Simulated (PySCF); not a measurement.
# C6H5BrO2+ (doublet): open-shell or spin-flip excitations

What do calculations give for the open-shell or spin-flip excitations of C6H5BrO2+ (doublet) (`C=C1C(OC=O)=C[C@@H]1Br`)?

Computed with PySCF 2.14.0 and routines of our own; the level stands in each step. Atoms count from 0.

### Step 1. The system as given

14 atoms, charge 1, multiplicity 2; geometry from: GFN2-xTB.

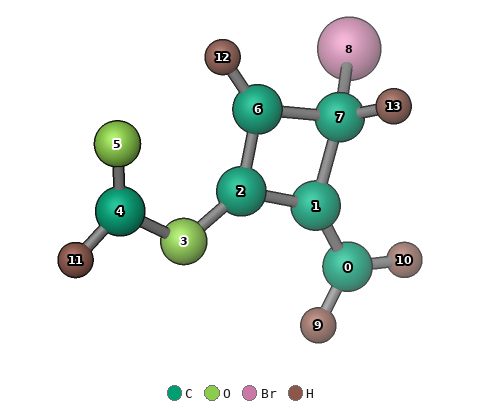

The starting geometry (carbon teal, oxygen green, bromine pink, hydrogen brown).

### Step 2. Open-shell or spin-flip excitations: unrestricted TDDFT CAM-B3LYP/def2-SVP

What the job is given:

```
{"job": {"kind": "uabs", "xc": "CAM-B3LYP", "basis": "def2-SVP", "nstates": 10, "tda": false}, "charge": 1, "multiplicity": 2}
C     -1.448538    -1.801738     0.170285
C     -0.879272    -0.597654     0.197333
C      0.359706    -0.001674    -0.286348
O      1.286305    -0.470493    -1.095211
C      2.358168     0.337305    -1.413835
O      2.445849     1.468019    -1.084316
C      0.140669     1.179000     0.398020
C     -1.225322     0.743118     0.850609
Br    -1.369446     0.698379     2.823447
H     -0.999274    -2.616443    -0.376646
H     -2.386943    -1.991039     0.668037
H      3.067977    -0.252506    -2.006689
H      0.746488     2.029525     0.658063
H     -2.097046     1.275728     0.475083
```

Level: unrestricted TDDFT CAM-B3LYP/def2-SVP, vertical, gas phase, core orbitals frozen in the response.

Launch:

```console
OMP_NUM_THREADS=1 python excited_run.py task.json out
```

This one command runs all jobs of the session in turn.

The program printed:

```text
coarse grid: 61136 points
cycle   1  E = -2954.9643569001  dE =  1.193e+00  |g| = 7.041e-01  |ddm| = 3.174e+00
cycle   2  E = -2954.6430677511  dE =  3.213e-01  |g| = 1.164e+00  |ddm| = 1.662e+00
cycle   3  E = -2955.1960039191  dE = -5.529e-01  |g| = 1.254e-01  |ddm| = 9.955e-01
cycle   4  E = -2955.2002828441  dE = -4.279e-03  |g| = 7.545e-02  |ddm| = 1.414e-01
cycle   5  E = -2955.2025345141  dE = -2.252e-03  |g| = 1.851e-02  |ddm| = 7.141e-02
cycle   6  E = -2955.2027674189  dE = -2.329e-04  |g| = 6.091e-03  |ddm| = 2.496e-02
cycle   7  E = -2955.2028495337  dE = -8.211e-05  |g| = 3.667e-03  |ddm| = 1.725e-02
cycle   8  E = -2955.2028865086  dE = -3.697e-05  |g| = 1.969e-03  |ddm| = 1.256e-02
cycle   9  E = -2955.2029004140  dE = -1.391e-05  |g| = 1.036e-03  |ddm| = 9.834e-03
cycle  10  E = -2955.2029033072  dE = -2.893e-06  |g| = 4.877e-04  |ddm| = 4.135e-03
final grid: 129600 points
cycle  11  E = -2955.2028821973  dE = -7.321e-07  |g| = 4.549e-04  |ddm| = 1.939e-03
cycle  12  E = -2955.2028825328  dE = -3.356e-07  |g| = 4.822e-04  |ddm| = 1.391e-03
cycle  13  E = -2955.2028827296  dE = -1.967e-07  |g| = 1.803e-04  |ddm| = 6.571e-04
cycle  14  E = -2955.2028829783  dE = -2.487e-07  |g| = 1.485e-04  |ddm| = 1.523e-03
cycle  15  E = -2955.2028830399  dE = -6.163e-08  |g| = 4.397e-05  |ddm| = 9.564e-04
cycle  16  E = -2955.2028830427  dE = -2.754e-09  |g| = 1.900e-05  |ddm| = 1.463e-04
cycle  17  E = -2955.2028830437  dE = -1.008e-09  |g| = 1.077e-05  |ddm| = 7.968e-05
cycle  18  E = -2955.2028830439  dE = -2.306e-10  |g| = 4.055e-06  |ddm| = 3.603e-05
converged SCF energy = -2955.2028830439

Static polarisability (au): isotropic 93.768, principal 48.004 103.271 130.031

<S^2> of the reference = 0.7780 (exact 0.7500)

Excitations
state   eV       nm        f      <S^2>   main configurations
  1   1.3400    925.3   0.00230   0.791   Hb->Lb 0.90
  2   1.4957    828.9   0.02312   0.791   H-1b->Lb 0.90
  3   2.0602    601.8   0.02915   0.810   H-2b->Lb 0.87
  4   2.7002    459.2   0.00073   0.831   H-3b->Lb 0.87
  5   3.9051    317.5   0.01412   0.833   H-5b->Lb 0.51, H-4b->Lb 0.41
  6   4.1763    296.9   0.04474   0.868   Ha->La 0.20, H-5b->Lb 0.18, H-2a->La 0.17, H-6b->Lb 0.16
  7   4.2880    289.1   0.05027   0.862   H-4b->Lb 0.24, Ha->La 0.17, H-6b->Lb 0.14, H-2a->La 0.13
  8   4.4219    280.4   0.00575   0.929   H-7b->Lb 0.68
  9   4.7325    262.0   0.00412   1.973   H-1a->La 0.40, Ha->La 0.30
 10   4.8304    256.7   0.01281   1.116   H-6b->Lb 0.49, H-4b->Lb 0.12, H-7b->Lb 0.08
```

Wall time 1.8 min (1 thread of Arm Neoverse V1, shared host); peak memory 0.81 GiB.

Key values:

| quantity | value |
| --- | --- |
| ⟨S²⟩ | 0.778 |

Löwdin spin populations:

C0 0.34; C1 -0.02; C2 0.10; O3 0.05; C4 0.00; O5 0.01; C6 0.44; C7 -0.01; Br8 0.09; H9 0.00; H10 0.00; H11 0.00; H12 0.00; H13 0.01

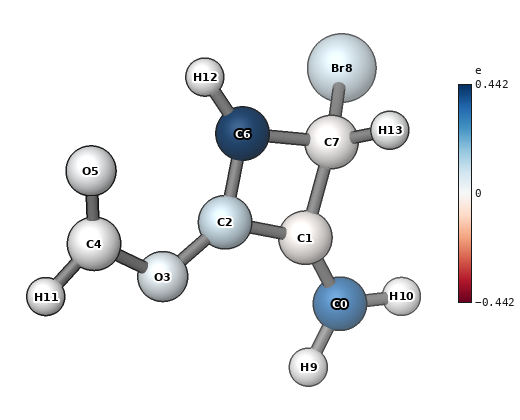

Löwdin spin populations, as colours on the atoms.

The fields below are evaluated on a grid from the run's orbitals.

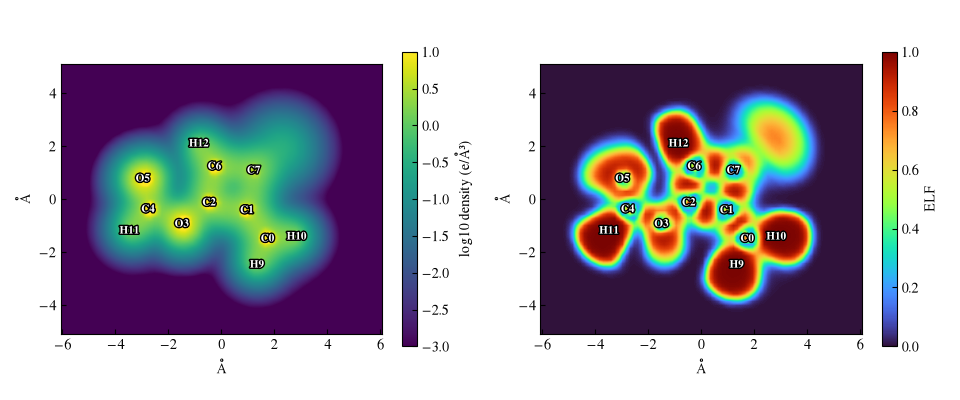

Density (left) and ELF (right) in a plane through or near 12 of the atoms.

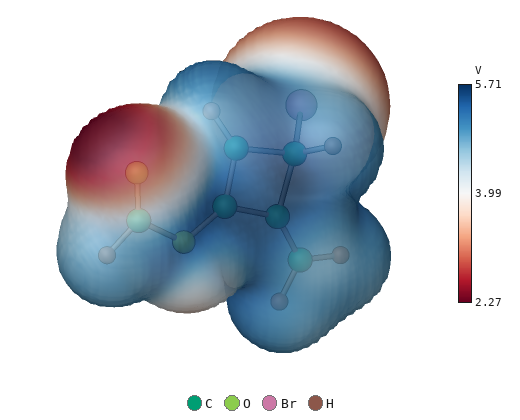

The potential that a unit positive charge feels on the 0.002 e/bohr³ surface, from 2.27 V near O5 to 5.71 V near C2.

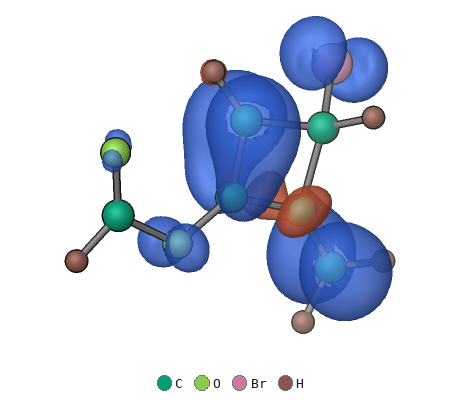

Spin density at ±0.02 e/Å³ (alpha excess blue, beta excess red).

### Step 3. Open-shell or spin-flip excitations: unrestricted TDDFT CAM-B3LYP/def2-SVP in N,N-dimethylformamide

Settings changed since step 2:

```diff
@@ -1,2 +1,2 @@
-{"job": {"kind": "uabs", "xc": "CAM-B3LYP", "basis": "def2-SVP", "nstates": 10, "tda": false}, "charge": 1, "multiplicity": 2}
+{"job": {"kind": "uabs", "xc": "CAM-B3LYP", "basis": "def2-SVP", "nstates": 10, "tda": false, "solvent": "N,N-dimethylformamide", "pol": false}, "charge": 1, "multiplicity": 2}
 C     -1.448538    -1.801738     0.170285
```

With the program's defaults for keys left out, this is: unrestricted TDDFT CAM-B3LYP/def2-SVP, vertical, IEF-PCM N,N-dimethylformamide (non-equilibrium linear response), core orbitals frozen in the response.

The program printed:

```text
coarse grid: 61136 points
cycle   1  E = -2955.0816697474  dE =  1.076e+00  |g| = 6.714e-01  |ddm| = 3.173e+00
cycle   2  E = -2954.9094007741  dE =  1.723e-01  |g| = 9.864e-01  |ddm| = 1.363e+00
cycle   3  E = -2955.2866145261  dE = -3.772e-01  |g| = 9.186e-02  |ddm| = 7.578e-01
cycle   4  E = -2955.2890766233  dE = -2.462e-03  |g| = 5.946e-02  |ddm| = 1.110e-01
cycle   5  E = -2955.2905459851  dE = -1.469e-03  |g| = 1.372e-02  |ddm| = 5.534e-02
cycle   6  E = -2955.2907161716  dE = -1.702e-04  |g| = 4.961e-03  |ddm| = 2.124e-02
cycle   7  E = -2955.2907894751  dE = -7.330e-05  |g| = 3.024e-03  |ddm| = 1.628e-02
cycle   8  E = -2955.2908197471  dE = -3.027e-05  |g| = 1.608e-03  |ddm| = 1.163e-02
cycle   9  E = -2955.2908290537  dE = -9.307e-06  |g| = 6.298e-04  |ddm| = 7.581e-03
final grid: 129600 points
cycle  10  E = -2955.2908088831  dE = -1.180e-06  |g| = 5.278e-04  |ddm| = 2.102e-03
cycle  11  E = -2955.2908094584  dE = -5.753e-07  |g| = 4.708e-04  |ddm| = 1.432e-03
cycle  12  E = -2955.2908097247  dE = -2.664e-07  |g| = 2.504e-04  |ddm| = 6.941e-04
cycle  13  E = -2955.2908101345  dE = -4.098e-07  |g| = 1.817e-04  |ddm| = 1.685e-03
cycle  14  E = -2955.2908102368  dE = -1.023e-07  |g| = 5.845e-05  |ddm| = 1.003e-03
cycle  15  E = -2955.2908102450  dE = -8.237e-09  |g| = 3.377e-05  |ddm| = 2.137e-04
cycle  16  E = -2955.2908102491  dE = -4.052e-09  |g| = 1.856e-05  |ddm| = 1.703e-04
cycle  17  E = -2955.2908102502  dE = -1.078e-09  |g| = 7.142e-06  |ddm| = 9.258e-05
cycle  18  E = -2955.2908102505  dE = -3.611e-10  |g| = 5.294e-06  |ddm| = 5.383e-05
converged SCF energy = -2955.2908102505

<S^2> of the reference = 0.7804 (exact 0.7500)

Excitations
state   eV       nm        f      <S^2>   main configurations
  1   1.8510    669.8   0.02320   0.791   Hb->Lb 0.78, H-2b->Lb 0.14
  2   1.9919    622.4   0.01283   0.796   H-1b->Lb 0.89
  3   2.1418    578.9   0.03158   0.807   H-2b->Lb 0.79, Hb->Lb 0.12
  4   3.0069    412.3   0.00068   0.837   H-3b->Lb 0.90
  5   3.9725    312.1   0.00938   0.840   H-4b->Lb 0.56, H-5b->Lb 0.36
  6   4.2757    290.0   0.10992   0.874   Ha->La 0.48, H-2a->La 0.22, H-6b->Lb 0.08
  7   4.3898    282.4   0.02816   0.852   H-6b->Lb 0.37, H-7b->Lb 0.17, H-5b->Lb 0.13, Ha->La 0.10
  8   4.5586    272.0   0.01547   0.927   H-7b->Lb 0.47, H-5b->Lb 0.21, H-4b->Lb 0.18
  9   4.9680    249.6   0.01452   2.171   H-4a->La 0.14, H-1a->La 0.13, H-2b->L+1b 0.12, H-3a->La 0.11
 10   5.0220    246.9   0.02315   1.270   H-6b->Lb 0.38, H-5b->Lb 0.13, H-7b->Lb 0.10, H-4b->Lb 0.09
```

Run time: 86 s. Hardware: 1 thread of Arm Neoverse V1, shared host; peak memory 0.84 GiB.

From this job:

| quantity | value |
| --- | --- |
| ⟨S²⟩ | 0.780 |

### Step 4. Outcome

| quantity | value |
| --- | --- |
| lowest and brightest state of nearly pure spin, of 10 (step 2, unrestricted TDDFT CAM-B3LYP/def2-SVP) | 1.34 eV; 4.29 eV, f = 0.050 |
| lowest and brightest state of nearly pure spin, of 10 (step 3, unrestricted TDDFT CAM-B3LYP/def2-SVP in N,N-dimethylformamide) | 1.85 eV; 4.28 eV, f = 0.110 |

In words: States whose ⟨S²⟩ lies well above the reference's are mixtures of spin states, an artefact of the unrestricted response, and are left out of the summary. The lowest state of nearly pure spin runs from 1.34 to 1.85 eV over the runs.
